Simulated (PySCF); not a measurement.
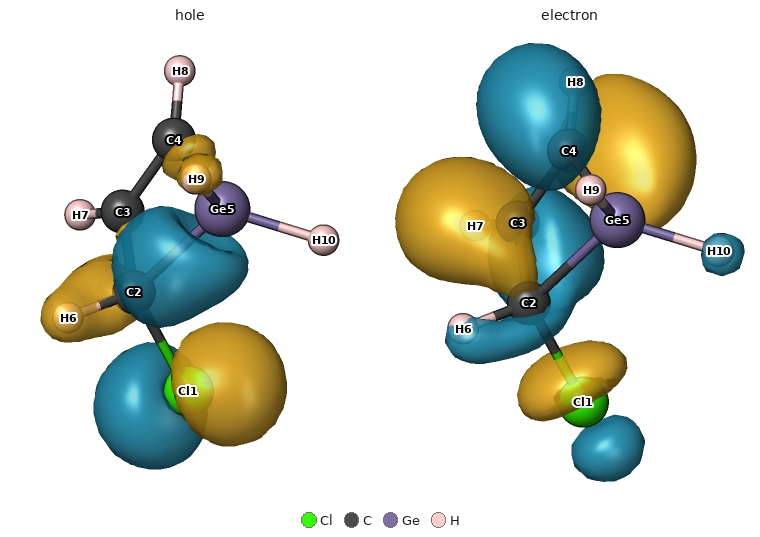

Figure 1: C3H5ClGe, SMILES `Cl[CH]1C=[CH][GeH2]1`. Leading natural transition orbital pair of S₁ (TDA singlet states); the surfaces enclose about 70 % of each orbital's density.

Method: PBE/def2-SVPD; geometry: GFN2-xTB; program: PySCF. No frequency check shows the geometry to be a minimum. GFN2-xTB bond lengths at metals and heavier atoms can be off by up to 0.1 Å and shapes distorted, which carries into these values.

### What kind of excitation is it, and where does it lie?

4.84 eV (256 nm), f = 0.002 (very weak), charge transfer, whose energy this functional puts too low; the leading pair carries 100 %; hole on Cl1 (51 %), C2 (18 %) and Ge5 (16 %), electron on C4 (33 %), C3 (30 %) and Cl1 (9 %); their centroids lie 1.8 Å apart. In canonical orbitals it is mainly HOMO → LUMO (97 %). The HOMO–LUMO gap is 4.73 eV.

Run time: 100 s on 1 thread of Intel(R) Xeon(R) 6975P-C (Granite Rapids), on a shared host, peak memory 0.77 GiB.
